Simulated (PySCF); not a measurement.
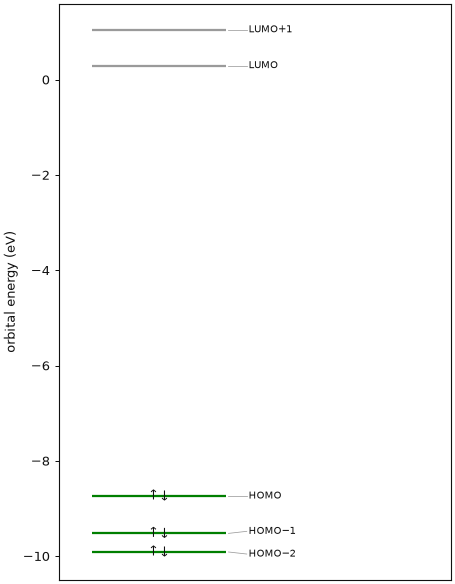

Kohn-Sham orbital energies near the frontier, CAM-B3LYP/def2-SVPD, PySCF 2.14.0, at a PBE0-D3(BJ)/def2-SVP geometry (no frequency check), isolated molecule; empty levels in grey, levels within 0.03 eV side by side.

> Which molecule has this level scheme?
A. C₃H₆O₂Si, SMILES O=C/C=C/O[SiH3]
B. C₃H₈BNSi, SMILES CC#CB[SiH2]N
C. C₃H₈BFSi, SMILES B[Si@H]1C[C@@H](F)C1
D. C₃H₅ClOSi, SMILES O[Si@H]1CC=C1Cl

D. HOMO −8.74 eV, LUMO 0.30 eV, separation 9.03 eV.

Note: empty levels above zero depend strongly on the basis.
